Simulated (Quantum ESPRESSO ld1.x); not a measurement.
System: a free Rb atom, configuration [Kr] 5s1 (high spin). Computed with Quantum ESPRESSO ld1.x 7.5: scalar-relativistic Kohn-Sham, LDA (Slater exchange, VWN5 correlation), spin-polarised, spherical densities, point nucleus.

```
 &input
    zed=37.0,
    iswitch=1,
    rel=1,
    lsd=1,
    dft='SLA-VWN',
    config='[Kr] 5s1',
    prefix='ld1',
    max_out_wfc=37,
    file_charge='ld1.rho',
 /
```

Wanted: the radial spin density.

The curve integrates to 1 unpaired electron, held by 5s (+1). Its largest value, 0.243 electrons/bohr, lies near r = 4.2 bohr. Regions of the opposite sign hold 0.0025 electrons in all, from the polarisation of filled shells.

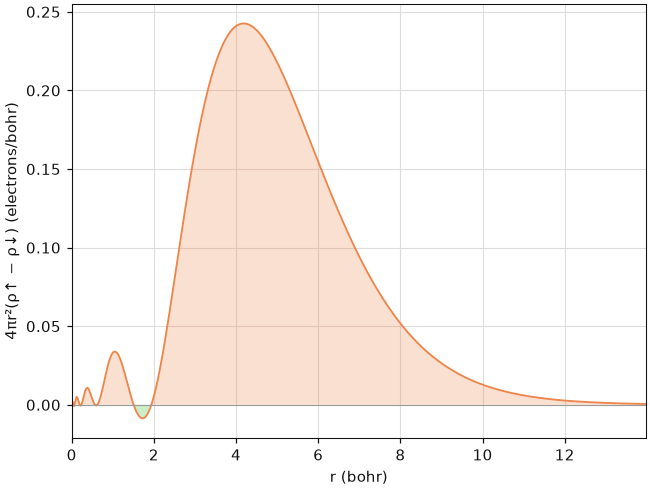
